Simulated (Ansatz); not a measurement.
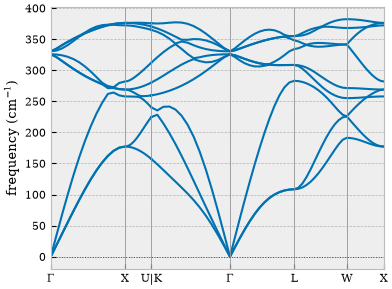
Figure: Phonon dispersion of CoSi₂ (fluorite or antifluorite type, Fm-3m), PBE (plane waves, PAW; program Ansatz); imaginary frequencies are drawn negative

Is this phase dynamically stable?

Yes, on this path no branch is imaginary.

How high does the spectrum reach?

About 380 cm⁻¹ (11.5 THz).

Symmetry was held in the PBE relaxation. No spin polarisation was allowed. As this level gives no gap, phonon frequencies hold no LO–TO term and depend on the k-mesh and smearing (Fermi–Dirac, 0.1 eV here).

Potentials: the later of the program's two PAW sets.
